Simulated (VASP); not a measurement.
Here is the system:

```
Cu
1.0
    0.00000     1.77919     1.77919
    1.77919     0.00000     1.77919
    1.77919     1.77919     0.00000
Cu
1
Direct
  0.00000   0.00000   0.00000
```

Method: SCAN meta-GGA, VASP's PBE PAW potentials (set 64) (plane waves; VASP). Numerical set-up: 520 eV cut-off, 20×20×20 Γ-centred mesh, tetrahedra with Blöchl corrections, potentials Cu.

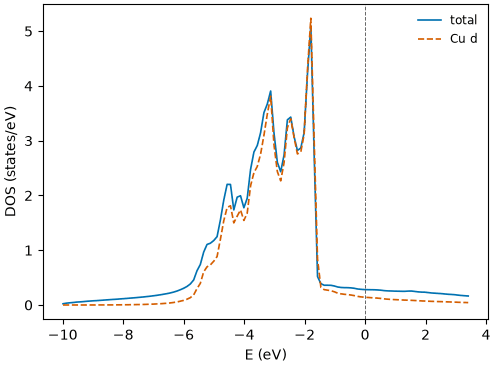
*Total and projected density of states, zero at the Fermi level*

Within 2 eV below the Fermi level the largest weight inside VASP's projection spheres is Cu d.

It has no gap at this level: it comes out as a metal or semimetal.

The compound is Cu in the fcc structure. It was relaxed first.
